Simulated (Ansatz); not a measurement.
# r2SCAN/def2-SVP (core potential) run of WCl4O (SMILES O=[W](Cl)(Cl)(Cl)Cl)

What is the energy change on altering one bond length of WCl4O at r2SCAN/def2-SVP (core potential)? 

The results are computed with Ansatz 0.2.0.

**1. Starting point**

WCl4O has 6 atoms, charge 0, and is taken as a singlet. SMILES: `O=[W](Cl)(Cl)(Cl)Cl`. Geometry: relaxed at PBE0-D4/def2-TZVP.

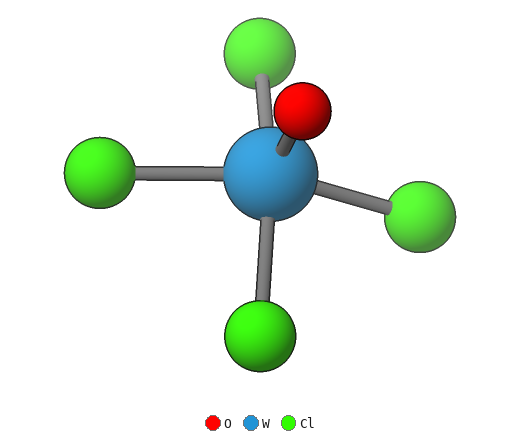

Viewed from a chosen angle; oxygen red, tungsten blue, chlorine green.

**2. A single-point energy at r2SCAN/def2-SVP (core potential)**

molecule.yaml

```yaml
crystal:
  periodic: [false, false, false]
  atoms:
    - {symbol: O, position_ang: [-0.010050, -1.747150, 0.186510]}
    - {symbol: W, position_ang: [-0.000510, -0.089070, 0.009510]}
    - {symbol: Cl, position_ang: [1.915280, 0.567920, 1.072290]}
    - {symbol: Cl, position_ang: [-1.910010, 0.350500, -1.170330]}
    - {symbol: Cl, position_ang: [1.129180, 0.249450, -1.950250]}
    - {symbol: Cl, position_ang: [-1.123900, 0.668360, 1.852270]}
basis:
  gaussian:
    orbitals: def2-SVP
output:
  orbitals: {seedname: orbitals}
accuracy: high
hamiltonian:
  xc: r2scan
```

Launch:

```sh
$ ansatz run molecule.yaml --threads 1 --pin off --max-ram 3480MiB --events-out events.jsonl --progress --plain --runs-dir runs
```

Output:

```text
Warning: RAYON_NUM_THREADS=1 ignored (pool sized by the plan → 1); use --threads N
Functional definition: r2SCAN
  name "r2SCAN"
  parameter k0 = 0.174
  parameter k1 = 0.065
  parameter a1 = 4.9479
  exchange = r2scan_x(k0 = k0, k1 = k1, a1 = a1)
  correlation = r2scan_c
2465 factors; integrals over basis functions are off by at most 9.1e-9 eV
mean field evaluation 1: about -53940.8149 eV, gradient 6.9e1 eV
mean field evaluation 2: about -53719.7298 eV, gradient 2.6e2 eV
mean field evaluation 4: about -53947.4873 eV, gradient 3.1e1 eV
mean field evaluation 8: about -53949.9495 eV, gradient 3.7e-1 eV
mean field evaluation 16: about -53949.9498 eV, gradient 1.8e-4 eV
mean field -53949.94982094 eV, -1982.6240873301 hartree, gradient 1.3e-8 eV, S^2 0.000000; 0 other end points of the search recorded, 0 dependent functions left out
reference -53949.94982252 eV, -1982.6240873884 hartree; 45, 45 occupied and 73, 73 virtual orbitals, 2465 factors
Total energy: -53949.94982252 eV, -1982.6240873884 hartree
```

Wall time 38 s (1 thread of Arm Neoverse V2, shared host); peak memory 0.48 GiB.

**3. The distorted shape, same level**

in.yaml

```yaml
crystal:
  periodic: [false, false, false]
  atoms:
    - symbol: O
      position_ang: [-0.011481, -1.995905, 0.213065]
    - symbol: W
      position_ang: [-0.000510, -0.089070, 0.009510]
    - symbol: Cl
      position_ang: [1.915280, 0.567920, 1.072290]
    - symbol: Cl
      position_ang: [-1.910010, 0.350500, -1.170330]
    - symbol: Cl
      position_ang: [1.129180, 0.249450, -1.950250]
    - symbol: Cl
      position_ang: [-1.123900, 0.668360, 1.852270]
basis:
  gaussian:
    orbitals: def2-SVP
hamiltonian:
  xc: {name: r2SCAN}
accuracy: high
output: {orbitals: {seedname: orbitals}}
```

Launch:

```sh
$ ansatz run in.yaml --threads 1 --pin off --max-ram 3480MiB --events-out events.jsonl --progress --plain --runs-dir runs
```

Output, cut to the lines that bear on the results:

```text
Warning: RAYON_NUM_THREADS=1 ignored (pool sized by the plan → 1); use --threads N
[... 7 set-up lines as earlier in the session ...]
2473 factors; integrals over basis functions are off by at most 7.1e-9 eV
mean field evaluation 1: about -53935.7021 eV, gradient 7.7e1 eV
mean field evaluation 2: about -53637.6747 eV, gradient 2.8e2 eV
mean field evaluation 4: about -53948.1279 eV, gradient 1.9e1 eV
mean field evaluation 8: about -53948.8734 eV, gradient 1.5e-1 eV
mean field evaluation 16: about -53948.8663 eV, gradient 2.6e-4 eV
mean field -53948.86628846 eV, -1982.5842682460 hartree, gradient 2.5e-8 eV, S^2 0.000000; 0 other end points of the search recorded, 0 dependent functions left out
reference -53948.86629009 eV, -1982.5842683058 hartree; 45, 45 occupied and 73, 73 virtual orbitals, 2473 factors
Total energy: -53948.86629009 eV, -1982.5842683058 hartree
```

Wall time 38 s (1 thread of Arm Neoverse V2, shared host); peak memory 0.48 GiB.

**4. Results**

Level: r2SCAN/def2-SVP (core potential).

| quantity | value |
| --- | --- |
| first shape: total energy | -1982.62409 Eh |
| first shape: HOMO energy | -8.03 eV |
| first shape: LUMO energy | -5.68 eV |
| first shape: HOMO–LUMO gap | 2.35 eV |
| distorted shape: total energy | -1982.58427 Eh |
| distorted shape: HOMO energy | -8.22 eV |
| distorted shape: LUMO energy | -5.82 eV |
| distorted shape: HOMO–LUMO gap | 2.39 eV |
| energy change with the O1–W2 bond stretched from 1.668 to 1.918 Å | 1.084 eV |

With the O1–W2 bond stretched from 1.668 to 1.918 Å the energy rises by 1.08 eV (25 kcal/mol). The first shape isn't relaxed at this level, so the change isn't measured from a minimum.
